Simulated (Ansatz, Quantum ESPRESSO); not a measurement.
# Hf (Im-3m): from the cell to the phonon bands, part 3 of 3

How does Hf (Im-3m) vibrate, and is this structure a minimum?

Quantum ESPRESSO 7.5; DFT LDA, scalar-relativistic, plane waves, PseudoDojo norm-conserving pseudopotentials.

So far, highest frequency (cm⁻¹): step 9 (interpolated phonon bands) 136. Also lowest frequency on the path (cm⁻¹): step 9 -83.9. The relaxed cell has a = 3.428 Å (conventional setting).

This is not the structure that Hf takes at ambient pressure and room temperature (hexagonal, No. 194); it is a model or a phase of other conditions.

### Step 10. Sums over the zone

Sums over the zone need many more wavevectors than were solved, so the interpolation is sampled on a dense mesh.

matdyn.in reads:

```
 &input
    asr='crystal',
    flfrc='x.fc',
    dos=.true.,
    fldos='x.dos',
    nk1=19,
    nk2=19,
    nk3=19,
    deltaE=1.0,
    la2F=.true.,
 /
```

On the command line:

```
matdyn.x -in matdyn.in > matdyn.out
```

Numbers of over 12 decimals in the logs are rounded to 6 here.

Log:

```text
[banner, memory and clock lines left out]
Program MATDYN v.7.5

 mass for atomic type   1 not given; uses mass from file x.fc
 Norm of the difference between old and new effective charges:    0.000000

 Norm of the difference between old and new force-constants:   8.66025e-09

     Message from routine matdyn:
     Z* not found in file x.fc, TO-LO splitting at q=0 will be absent!
 Norm of the difference between old and new effective charges:    0.000000

 Norm of the difference between old and new force-constants:   4.1829e-06

 Norm of the difference between old and new effective charges:    0.000000

 Norm of the difference between old and new force-constants:   0.000146568

 Norm of the difference between old and new effective charges:    0.000000

 Norm of the difference between old and new force-constants:   0.000258554

 Norm of the difference between old and new effective charges:    0.000000

 Norm of the difference between old and new force-constants:   0.000323415

 Norm of the difference between old and new effective charges:    0.000000

 Norm of the difference between old and new force-constants:   0.000377039

 Norm of the difference between old and new effective charges:    0.000000

 Norm of the difference between old and new force-constants:   0.000426611

 Norm of the difference between old and new effective charges:    0.000000

 Norm of the difference between old and new force-constants:   0.000469968

 Norm of the difference between old and new effective charges:    0.000000

 Norm of the difference between old and new force-constants:   0.000504888

 Norm of the difference between old and new effective charges:    0.000000

 Norm of the difference between old and new force-constants:   0.000532554

 Norm of the difference between old and new effective charges:    0.000000

 Norm of the difference between old and new force-constants:   0.00055672

Note: The following floating-point exceptions are signalling: IEEE_UNDERFLOW_FLAG
```

Wall time 11 s (1 thread of Arm Neoverse V1, shared host).

Numbers from this step:

| Quantity | Value |
| --- | --- |
| share of modes beyond 3i cm⁻¹ on the dense interpolated mesh | 0.2258 |

Tetrahedra. Phonon density of states against wavenumber; read off at these points:

```
wavenumber (cm⁻¹)  phonon density of states (1/cm⁻¹/cell)
            -80.0                                 0.00760
            -74.3                                  0.0159
            -70.0                                  0.0129
            -60.0                                 0.00993
            -50.0                                 0.00928
            -40.0                                 0.00844
            -30.0                                 0.00730
            -20.0                                 0.00572
            -10.0                                 0.00539
              0.0                                 0.00522
             10.0                                 0.00529
             20.0                                 0.00615
             30.0                                 0.00766
             40.0                                 0.00983
             50.0                                  0.0118
             60.0                                  0.0140
             70.0                                  0.0176
             80.0                                  0.0207
             90.0                                  0.0267
            100.0                                  0.0431
            102.7                                  0.0527
            110.0                                  0.0429
            120.0                                  0.0158
            130.0                                 0.00709
```

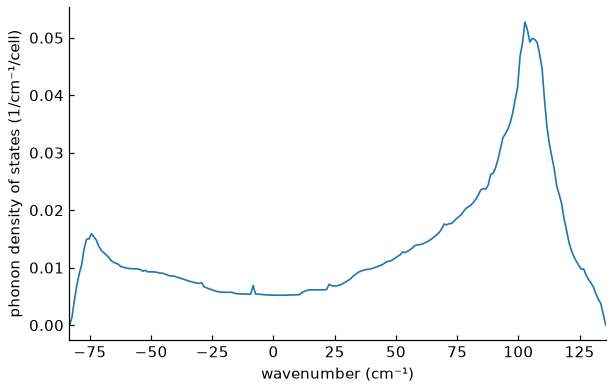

Phonon density of states against wavenumber.

### Step 11. A second program

A second program on the same cell, potentials, cutoff and meshes tests the implementation of the phonon response, not its convergence. Its k mesh is centred on Γ.

This step: DFT LDA, scalar-relativistic, plane waves, PseudoDojo norm-conserving pseudopotentials (Ansatz 0.2.0).

input.yaml reads:

```yaml
crystal:
  lattice:
    - [1.7138168367, 1.7138168367, 1.7138168367]
    - [-1.7138168367, 1.7138168367, 1.7138168367]
    - [-1.7138168367, -1.7138168367, 1.7138168367]
  atoms:
    - { symbol: Hf, position: [0.0, 0.0, 0.0] }
kpoints:
  mp_grid: { grid: [12, 12, 12] }
hamiltonian:
  xc: lda
  pseudopotentials: { kind: nc, accuracy: standard }
scf:
  occupations: { method: cold, width: 0.27211 }
output:
  eigenvalues: true
basis:
  ecutwfc: 789.13
phonons:
  method: dfpt
  qmesh: [4, 4, 4]
  temperatures: { t_max: 1000, t_step: 50 }
  qpath:
    path:
      - [[0.0, 0.0, 0.0], [0.5, 0.5, -0.5], [0.5, 0.0, -0.5], [0.0, 0.0, 0.0], [0.75, 0.25, -0.25], [0.5, 0.5, -0.5]]
      - [[0.75, 0.25, -0.25], [0.5, 0.0, -0.5]]
    npoints: 12
  electrical_resistivity: { temperatures: [77, 300], mesh: [24, 24, 24] }
```

On the command line:

```
ansatz run input.yaml --threads 4 --pin off --max-ram 8192MiB --backend cpu --events-out ev --progress --plain --runs-dir out
```

Log:

```text
Warning: basis.ecutwfc = 789.13 eV is below the records' recommended 789.130201 eV, and the density's cutoff is lower with it unless basis.ecutrho_ratio is high enough to keep the records' density cutoff: compare with a run at a higher cutoff
Engine: ansatz 0.2.0, aarch64-unknown-linux-gnu
Pseudopotentials: kind: nc
Pseudopotential: Hf, nc, valence charge 12, recommended cutoff 789.130201 eV (normal), Hf.nc.azcp (PseudoDojo's, or run here from an input of PseudoDojo's; its table is named by hamiltonian.pseudopotentials.accuracy)
Functional definition: SPW92
  exchange = slater_x
  correlation = pw_c
Crystal: 1 atoms, lattice volume = 20.135 Å³
Basis set: ecut = 789.13 eV, 959 PW (Γ), exchange–correlation on 60×60×60 points (8 copies of the dense FFT grid, shifted against one another)
Bands: 10, of which v1, the nominal top of the filled ones, is band 6 counted from 1 (5 counted from 0)
Symmetry: 48 space group operations
k-points: 72 of 1728
Non-local potential: Hf, projectors of the file, l = 0: 2, l = 1: 2, l = 2: 2, l = 3: 2
Initial density: superposition of atomic densities (chi_scale 0.1, normalization cell)
Initial wavefunctions: pseudopotential atomic-orbital guess
Functional: x = slater, c = lda
SCF iter   1: F=—  HF=-1535.920521 eV  |F-HF|=—  |Δ(HF+E_count)|=         —  Δρ=2.38e-2  dr2=1.46e-1  ethr=3.10e-3  ⟨swp⟩=6.2  Hψ=5039  notcnv=0
preconditioner: auto → none  [metal: Δε(μ)=0.050 eV  Ē_g=6.445 eV  σ=0.272 eV  W_gap=0.13  n_scr=0 (ndim 8)  ℏωp=16.6 eV  f_vac=0.000  D(μ)=1.53/eV (n_scr^D=18)]
SCF iter   2: F=—  HF=-1535.862097 eV  |F-HF|=—  |Δ(HF+E_count)|=   5.84e-2  S|Δr|=    0.00e0  Δρ=7.93e-3  dr2=1.08e-2  ethr=1.22e-3  ⟨swp⟩=2.4  Hψ=1593  notcnv=0
SCF iter   3: F=—  HF=-1535.859310 eV  |F-HF|=—  |Δ(HF+E_count)|=   2.79e-3  S|Δr|=    0.00e0  Δρ=2.07e-3  dr2=3.44e-4  ethr=9.01e-5  ⟨swp⟩=2.7  Hψ=1093  notcnv=0
SCF iter   4: F=—  HF=-1535.859311 eV  |F-HF|=—  |Δ(HF+E_count)|=   1.21e-6  S|Δr|=    0.00e0  Δρ=1.08e-4  dr2=7.04e-7  ethr=2.87e-6  ⟨swp⟩=2.0  Hψ=929  notcnv=0
SCF iter   5: F=—  HF=-1535.859313 eV  |F-HF|=—  |Δ(HF+E_count)|=   2.08e-6  S|Δr|=    0.00e0  Δρ=9.47e-6  dr2=1.28e-8  ethr=5.87e-9  ⟨swp⟩=3.2  Hψ=1449  notcnv=0
SCF iter   6: F=—  HF=-1535.859313 eV  |F-HF|=—  |Δ(HF+E_count)|=   2.01e-9  S|Δr|=    0.00e0  Δρ=1.06e-6  dr2=1.23e-10  ethr=1.07e-10  ⟨swp⟩=2.4  Hψ=1291  notcnv=0
SCF iter   7: F=-1535.859313 eV  HF=-1535.859313 eV  |F-HF|=6.82e-13  |Δ(HF+E_count)|=  6.96e-11  S|Δr|=    0.00e0  Δρ=7.32e-8  dr2=7.82e-13  ethr=1.00e-12  ⟨swp⟩=12.0  Hψ=5409  notcnv=0
SCF 1 converged in 7 iterations: F = -1535.859313 eV  dr2 = 7.82e-13
NSCF: frozen V_eff on 72 k-points
[...]
q = [0.0000, 0.0000, 0.2500] (star 12, 2 solved perturbations in 1446 linear systems a pass and spin channel, the states on 936 of 1728 k-point pairs; hermiticity 1.63e-13, symmetrization 7.40e-14, the responses' own estimated error 9.9e-8 eV/Å²): -44.28 52.91 98.16
  q = [0.0000, 0.0000, -0.5000] (star 6, 2 solved perturbations in 756 linear systems a pass and spin channel, the states on 476 of 1728 k-point pairs; hermiticity 2.19e-14, symmetrization 2.19e-13, the responses' own estimated error 9.6e-8 eV/Å²): -81.94 88.96 89.18
  q = [0.0000, 0.2500, -0.5000] (star 24, 2 solved perturbations in 2664 linear systems a pass and spin channel, the states on 1728 of 1728 k-point pairs; hermiticity 2.38e-9, symmetrization 2.35e-13, the responses' own estimated error 1.0e-7 eV/Å²): -49.61 48.36 108.85
  q = [0.2500, 0.2500, 0.2500] (star 6, 2 solved perturbations in 804 linear systems a pass and spin channel, the states on 510 of 1728 k-point pairs; hermiticity 3.39e-14, symmetrization 3.87e-14, the responses' own estimated error 9.8e-8 eV/Å²): 73.45 88.89 88.89
  q = [0.2500, 0.2500, -0.5000] (star 12, 2 solved perturbations in 1446 linear systems a pass and spin channel, the states on 936 of 1728 k-point pairs; hermiticity 3.37e-14, symmetrization 3.35e-14, the responses' own estimated error 9.7e-8 eV/Å²): 94.28 114.04 115.73
  q = [0.2500, -0.2500, 0.2500] (star 2, 1 solved perturbation on 262 of 1728 k-point pairs; hermiticity 1.52e-13, symmetrization 1.17e-12, the responses' own estimated error 8.7e-8 eV/Å²): -54.51 -54.51 -54.51
  q = [-0.5000, -0.5000, -0.5000] (star 1, 1 solved perturbation on 163 of 1728 k-point pairs; hermiticity 1.06e-14, symmetrization 1.52e-13, the responses' own estimated error 1.0e-7 eV/Å²): 135.94 135.94 135.94
  sum rule: each row above includes the acoustic sum rule's correction from the zone centre's row sums; it moved no ω² by more than (0.46 cm⁻¹)²
  mesh force constants: q→R imaginary residual 0.00e0; ASR residual 1.404e-4 → 0.000e0 eV/Å²; symmetrization residual 2.220e-15 eV/Å²
  interpolated dispersion: 74 rows × 3 modes
  density of states and harmonic sums: on the 28×28×28 q-mesh, interpolated from the force constants of a 4×4×4 supercell (no non-analytic term)
  largest difference from the sums on the solved wave vectors: F 3.47e-2 eV, S 4.30e-5 and C_V 8.46e-6 eV/K
  zero-point energy: 0.012105 eV/cell   skipped modes (ω ≤ 0): 434, of them read as no rigid motion or as one in doubt: 431 (7.004e-1 modes/cell left out, lowest -83.94 cm⁻¹)   left out of the sums: 2.34e-1 of the cell's modes: C_V's classical limit lies that fraction below 3 k_B per atom; for a crystal, a wire or a layer, F and S can be off by more, and a phonons.interpolated_qmesh denser along its periods is the remedy for the sampling
Error: electrical resistivity: the mode of lowest frequency at the wavevector [0.1250, -0.3750, 0.1250] is imaginary, -84.00 cm⁻¹ (written negative): the force constants describe an unstable lattice; relax the structure, enlarge phonons.supercell (under dfpt, kpoints.mp_grid), or, with a block electrical_resistivity or superconductivity, name a file of force constants under which the crystal is stable (phonons.electron_phonon_force_constants)
The harmonic force constants that this run solved are whole in <dir>
[key lines of the parts left out:]
SCF converged after 7 iterations
Free energy (F): -1535.859313 eV
Fermi energy:    15.681767 eV
```

It took 79 s on 4 threads; peak memory 1.9 GiB.

The run ended with an error: “electrical resistivity: the mode of lowest frequency at the wavevector [0.1250, -0.3750, 0.1250] is imaginary, -84.00 cm⁻¹ (written negative): the force constants describe an unstable lattice”.

The phonons were solved, but the coupling sums need a stable lattice.

### Step 12. What came out

* space group after relaxation: Im-3m
* volume per atom: 20.1 Å³
* q mesh: 4×4×4
* lowest mode on the q mesh (acoustic ones at the zone centre apart): -81.9 cm⁻¹
* imaginary modes on the q mesh: yes

Hf (Im-3m) is unstable: a mode solved on the 4×4×4 mesh is imaginary, 82i cm⁻¹; its spectrum reaches 136 cm⁻¹. The most unstable solved mode lies at q = (0, 0, -0.5), on the zone boundary, so the distortion that it points to doubles the cell. These are harmonic frequencies at zero temperature: anharmonic shifts and linewidths and thermal expansion are left out. Spin-orbit coupling is left out, which can matter for the heavy elements here. In a metal the frequencies hang on the k mesh and the smearing, most of all near Kohn anomalies. No coupling constant is taken from ph.x, since the sums are unsound here: the spectrum is unstable, unfinished or interpolated from too coarse a mesh.

[Host names and launcher messages were left out of these logs when they were recorded.]

[Logs are printed without paths, hosts, clocks, repeated set-up lines and the standing remarks that a program may print on its own settings, such as how far it seeks lower states.]

[Hosts, paths, dates, database ids (printed as entryN), source tags and the programs' standing remarks are cut or masked in the printed files.]
